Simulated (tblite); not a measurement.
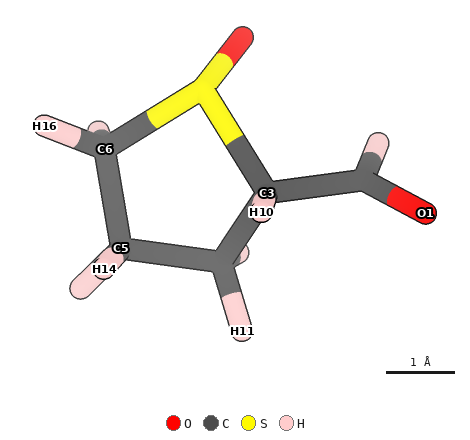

*The starting structure (stick view, seen at a tilt; atoms are numbered from 1 in the order of the input).*

Bond lengths as drawn: C–C 1.49 to 1.53 Å, C–H 1.08 to 1.10 Å, C–O 1.25 Å, C–S 1.84 Å and O–S 1.50 Å.

Geometry relaxation of C₅H₈O₂S

- system: C₅H₈O₂S, SMILES O=C[C@@H]1CCC[S@@]1=O
- method: GFN2-xTB geometry optimisation, gas phase (tblite 0.8.0)

**The program's output**
```
step      E/eV     max force
  0    -710.86544    3.389
  1    -710.91763    4.207
  2    -711.01258    0.796
  3    -711.02036    0.274
  4    -711.02438    0.267
  5    -711.02724    0.222
  6    -711.02925    0.175
  7    -711.03079    0.138
  8    -711.03260    0.173
  9    -711.03419    0.161
 10    -711.03567    0.139
 11    -711.03699    0.136
 12    -711.03832    0.112
 13    -711.03956    0.104
 14    -711.04056    0.083
 15    -711.04134    0.096
 16    -711.04209    0.085
 17    -711.04295    0.106
 18    -711.04386    0.109
 19    -711.04461    0.069
 20    -711.04514    0.059
 21    -711.04554    0.064
 22    -711.04597    0.055
 23    -711.04644    0.051
 24    -711.04698    0.066
 25    -711.04768    0.079
 26    -711.04858    0.087
 27    -711.04964    0.097
 28    -711.05076    0.076
 29    -711.05196    0.104
 30    -711.05352    0.119
 31    -711.05552    0.140
 32    -711.05725    0.212
 33    -711.04604    1.274
 34    -711.05930    0.085
 35    -711.05998    0.081
 36    -711.06194    0.233
 37    -711.06275    0.160
 38    -711.06527    0.085
 39    -711.06599    0.070
 40    -711.06636    0.173
 41    -711.06695    0.052
 42    -711.06721    0.034
 43    -711.06721    0.034
 44    -711.06729    0.031
 45    -711.06744    0.044
 46    -711.06751    0.024
 47    -711.06763    0.054
 48    -711.06774    0.054
 49    -711.06781    0.032
 50    -711.06788    0.022
 51    -711.06794    0.026
 52    -711.06799    0.032
 53    -711.06806    0.032
 54    -711.06813    0.027
 55    -711.06820    0.025
 56    -711.06824    0.019
 57    -711.06828    0.020
 58    -711.06831    0.021
 59    -711.06835    0.025
 60    -711.06838    0.017
 61    -711.06841    0.014
 62    -711.06844    0.014
 63    -711.06846    0.017
 64    -711.06849    0.016
 65    -711.06851    0.013
 66    -711.06854    0.016
 67    -711.06858    0.021
 68    -711.06862    0.019
 69    -711.06865    0.015
 70    -711.06869    0.019
 71    -711.06874    0.024
 72    -711.06879    0.027
 73    -711.06886    0.021
 74    -711.06894    0.019
 75    -711.06901    0.024
 76    -711.06908    0.020
 77    -711.06913    0.018
 78    -711.06916    0.015
 79    -711.06919    0.014
 80    -711.06921    0.013
 81    -711.06924    0.016
 82    -711.06926    0.013
 83    -711.06929    0.012
 84    -711.06931    0.012
 85    -711.06933    0.015
 86    -711.06936    0.018
 87    -711.06939    0.015
 88    -711.06942    0.016
 89    -711.06944    0.014
 90    -711.06946    0.012
 91    -711.06948    0.009
 92    -711.06948    0.008
 93    -711.06949    0.006
 94    -711.06950    0.010
 95    -711.06950    0.007
 96    -711.06951    0.007
 97    -711.06951    0.006
 98    -711.06952    0.005
 99    -711.06952    0.008
100    -711.06953    0.010
101    -711.06954    0.009
102    -711.06955    0.007
103    -711.06956    0.010
104    -711.06957    0.010
105    -711.06958    0.007
106    -711.06959    0.007
107    -711.06959    0.007
108    -711.06960    0.011
109    -711.06962    0.013
110    -711.06963    0.010
111    -711.06964    0.007
112    -711.06965    0.006
113    -711.06965    0.006
114    -711.06966    0.007
115    -711.06966    0.008
116    -711.06967    0.005
117    -711.06967    0.004
```

**Trajectory as extended XYZ (Å, eV, eV/Å), 7 of the 12 frames kept, from step=0 to step=117**
```
16
Properties=species:S:1:pos:R:3:forces:R:3 step=0 energy=-710.86544
O     3.0068   -1.3818    0.2974   -1.8290   2.3560  -0.6370
C     2.2332   -0.4480    0.0116    1.8900  -2.7070   0.7640
C     0.8150   -0.4245    0.4774    0.2310  -0.3330  -0.4820
C    -0.1539   -0.7985   -0.6490   -0.1150  -0.7360   0.3070
C    -1.5203   -0.3584   -0.1454   -0.2000   0.1140  -0.3150
C    -1.3586    1.0880    0.2772   -0.5970   0.2160  -0.1000
S     0.3147    1.2584    1.0233    1.0430   1.8170  -0.3320
O     1.0660    2.2557    0.1910   -0.9750  -1.2720   0.8190
H     2.5727    0.3571   -0.6473   -0.2110   0.1600   0.0320
H     0.6811   -1.0843    1.3429    0.0420   0.0600  -0.1530
H    -0.1330   -1.8860   -0.8322    0.0520   0.3130   0.0570
H     0.0992   -0.3059   -1.5799    0.1140   0.2620  -0.0950
H    -2.2880   -0.4538   -0.9204    0.1000  -0.0030   0.0390
H    -1.8291   -0.9729    0.6965    0.0350  -0.0730   0.1330
H    -1.4040    1.7720   -0.5789    0.0800  -0.1190   0.2340
H    -2.1095    1.3918    1.0242    0.3380  -0.0530  -0.2730
16
Properties=species:S:1:pos:R:3:forces:R:3 step=21 energy=-711.04554
O     3.0638   -1.2739    0.3550    0.0480   0.0120   0.0400
C     2.2346   -0.4751    0.0211   -0.0130  -0.0230  -0.0220
C     0.8143   -0.4773    0.4799   -0.0090   0.0280   0.0220
C    -0.1622   -0.8081   -0.6392    0.0040  -0.0070  -0.0050
C    -1.5312   -0.3552   -0.1476    0.0020   0.0050  -0.0070
C    -1.3583    1.0866    0.2848    0.0380   0.0200   0.0050
S     0.3459    1.2637    1.0267   -0.0120   0.0110   0.0050
O     1.0473    2.1798    0.1318   -0.0050   0.0280   0.0190
H     2.4569    0.3464   -0.6833    0.0120  -0.0240  -0.0140
H     0.6759   -1.1259    1.3460   -0.0010  -0.0230  -0.0020
H    -0.1419   -1.8719   -0.8760   -0.0050  -0.0190  -0.0040
H     0.1204   -0.2473   -1.5329   -0.0300   0.0010  -0.0270
H    -2.2836   -0.4434   -0.9316   -0.0150  -0.0120  -0.0020
H    -1.8421   -0.9708    0.6986   -0.0040  -0.0100  -0.0090
H    -1.3534    1.7702   -0.5616   -0.0300   0.0210  -0.0040
H    -2.0937    1.4110    1.0168    0.0200  -0.0080   0.0040
16
Properties=species:S:1:pos:R:3:forces:R:3 step=42 energy=-711.06721
O     3.1385   -0.9756    0.6591    0.0320   0.0050  -0.0050
C     2.2474   -0.4802    0.0265   -0.0240  -0.0210  -0.0070
C     0.8141   -0.5105    0.4245   -0.0240   0.0110   0.0060
C    -0.1817   -0.8060   -0.6823   -0.0150   0.0020  -0.0030
C    -1.5372   -0.3418   -0.1605    0.0000   0.0050   0.0080
C    -1.3422    1.0852    0.3148   -0.0060  -0.0050  -0.0010
S     0.3706    1.2312    1.0401   -0.0210  -0.0050  -0.0120
O     1.0529    2.1913    0.1815    0.0040   0.0010   0.0030
H     2.4335    0.0769   -0.9091    0.0120  -0.0140  -0.0070
H     0.6683   -1.1539    1.2941   -0.0080   0.0010   0.0040
H    -0.1954   -1.8685   -0.9302    0.0340  -0.0010  -0.0020
H     0.0891   -0.2451   -1.5797    0.0000   0.0160   0.0110
H    -2.3065   -0.4019   -0.9321    0.0230   0.0110   0.0050
H    -1.8429   -0.9780    0.6729   -0.0050   0.0060  -0.0040
H    -1.3541    1.8026   -0.5040   -0.0110  -0.0180   0.0010
H    -2.0621    1.3832    1.0730    0.0110   0.0060   0.0020
16
Properties=species:S:1:pos:R:3:forces:R:3 step=63 energy=-711.06846
O     3.1417   -0.9732    0.6610   -0.0040   0.0110  -0.0040
C     2.2457   -0.4905    0.0250    0.0020  -0.0100   0.0130
C     0.8141   -0.5063    0.4315    0.0000  -0.0020  -0.0050
C    -0.1779   -0.7988   -0.6789    0.0070   0.0010  -0.0050
C    -1.5365   -0.3435   -0.1599    0.0040  -0.0040   0.0000
C    -1.3456    1.0831    0.3176   -0.0010   0.0010   0.0010
S     0.3681    1.2363    1.0390    0.0040   0.0070   0.0040
O     1.0484    2.1939    0.1763   -0.0010   0.0020  -0.0040
H     2.4270    0.0392   -0.9279    0.0040  -0.0070   0.0070
H     0.6636   -1.1447    1.3042    0.0000  -0.0020  -0.0100
H    -0.1784   -1.8581   -0.9403    0.0020   0.0010   0.0020
H     0.0936   -0.2226   -1.5665   -0.0010  -0.0010  -0.0100
H    -2.2995   -0.4015   -0.9370   -0.0030   0.0020   0.0030
H    -1.8452   -0.9831    0.6692   -0.0070  -0.0010   0.0030
H    -1.3634    1.7983   -0.5025   -0.0060   0.0040  -0.0010
H    -2.0632    1.3804    1.0779    0.0010  -0.0010   0.0050
16
Properties=species:S:1:pos:R:3:forces:R:3 step=74 energy=-711.06894
O     3.1400   -0.9592    0.6893   -0.0010   0.0070  -0.0010
C     2.2486   -0.4992    0.0303    0.0040  -0.0030   0.0080
C     0.8148   -0.5036    0.4264   -0.0070   0.0130   0.0020
C    -0.1757   -0.7919   -0.6852   -0.0010  -0.0040  -0.0130
C    -1.5344   -0.3420   -0.1615    0.0000  -0.0080   0.0030
C    -1.3482    1.0824    0.3254    0.0040  -0.0040  -0.0030
S     0.3720    1.2435    1.0304    0.0100  -0.0060   0.0150
O     1.0418    2.2002    0.1586   -0.0040  -0.0180  -0.0060
H     2.4379   -0.0025   -0.9385    0.0030   0.0030   0.0020
H     0.6547   -1.1405    1.2986    0.0040   0.0150   0.0050
H    -0.1731   -1.8502   -0.9489   -0.0120  -0.0130  -0.0060
H     0.0933   -0.2141   -1.5720    0.0050   0.0150  -0.0090
H    -2.3006   -0.3980   -0.9358    0.0040   0.0030  -0.0010
H    -1.8381   -0.9874    0.6647   -0.0130  -0.0050   0.0070
H    -1.3797    1.8043   -0.4884   -0.0070   0.0040  -0.0020
H    -2.0610    1.3671    1.0954    0.0110   0.0020  -0.0010
16
Properties=species:S:1:pos:R:3:forces:R:3 step=95 energy=-711.06950
O     3.1380   -0.9304    0.7301    0.0040  -0.0060  -0.0010
C     2.2514   -0.5060    0.0413   -0.0020   0.0060   0.0020
C     0.8137   -0.5044    0.4218   -0.0020  -0.0030   0.0000
C    -0.1749   -0.7851   -0.6933   -0.0010  -0.0010  -0.0010
C    -1.5338   -0.3416   -0.1637   -0.0010   0.0000  -0.0020
C    -1.3486    1.0784    0.3383    0.0020   0.0000   0.0020
S     0.3833    1.2483    1.0125   -0.0010   0.0040  -0.0020
O     1.0378    2.1890    0.1126    0.0030   0.0010  -0.0010
H     2.4499   -0.0444   -0.9429    0.0010   0.0000   0.0000
H     0.6435   -1.1325    1.2982   -0.0010   0.0020   0.0020
H    -0.1734   -1.8407   -0.9693    0.0010   0.0000   0.0000
H     0.0938   -0.1954   -1.5729    0.0010  -0.0020   0.0000
H    -2.2991   -0.3881   -0.9392   -0.0010  -0.0010  -0.0020
H    -1.8395   -0.9966    0.6546    0.0010   0.0010  -0.0010
H    -1.4023    1.8103   -0.4654   -0.0030   0.0000   0.0040
H    -2.0473    1.3481    1.1261    0.0000   0.0000   0.0010
16
Properties=species:S:1:pos:R:3:forces:R:3 step=117 energy=-711.06967
O     3.1349   -0.9482    0.7323   -0.0010  -0.0010   0.0000
C     2.2524   -0.5105    0.0463    0.0010  -0.0010   0.0000
C     0.8141   -0.5002    0.4244    0.0010   0.0010   0.0010
C    -0.1716   -0.7827   -0.6929    0.0010   0.0000  -0.0010
C    -1.5325   -0.3402   -0.1676    0.0010   0.0010  -0.0010
C    -1.3510    1.0770    0.3454    0.0000   0.0000   0.0000
S     0.3876    1.2577    0.9992    0.0020  -0.0020   0.0000
O     1.0327    2.1870    0.0805    0.0010   0.0000  -0.0010
H     2.4557   -0.0437   -0.9345    0.0000   0.0000   0.0010
H     0.6385   -1.1223    1.3039   -0.0010   0.0000   0.0000
H    -0.1686   -1.8385   -0.9679    0.0000  -0.0010   0.0000
H     0.1001   -0.1941   -1.5723   -0.0020   0.0030   0.0000
H    -2.2930   -0.3814   -0.9483   -0.0020  -0.0010   0.0020
H    -1.8434   -1.0007    0.6443    0.0010   0.0010   0.0000
H    -1.4224    1.8167   -0.4495    0.0000  -0.0010  -0.0010
H    -2.0410    1.3331    1.1454   -0.0020  -0.0010   0.0000
```

The run was set up as follows.

**Input file**
```
{"job": {"xc": "GFN2-xTB", "basis": "xTB", "kind": "relax"}, "charge": 0, "multiplicity": 1}
O      3.006800    -1.381800     0.297400
C      2.233200    -0.448000     0.011600
C      0.815000    -0.424500     0.477400
C     -0.153900    -0.798500    -0.649000
C     -1.520300    -0.358400    -0.145400
C     -1.358600     1.088000     0.277200
S      0.314700     1.258400     1.023300
O      1.066000     2.255700     0.191000
H      2.572700     0.357100    -0.647300
H      0.681100    -1.084300     1.342900
H     -0.133000    -1.886000    -0.832200
H      0.099200    -0.305900    -1.579900
H     -2.288000    -0.453800    -0.920400
H     -1.829100    -0.972900     0.696500
H     -1.404000     1.772000    -0.578900
H     -2.109500     1.391800     1.024200
```

The first line tells a small driver script what to run in tblite; the rest is the geometry in Å.

Launch command:
```bash
OMP_NUM_THREADS=1 python <driver script> task.json out
```

**Key numbers**

```json
{"quantity": "outcome", "value": "converged"}
{"quantity": "total energy", "value": "−711.0697 eV"}
{"quantity": "hardware", "value": "1 CPU thread, shared host"}
{"quantity": "wall time", "value": "0.66 s"}
{"quantity": "peak memory", "value": "0.18 GiB"}
```
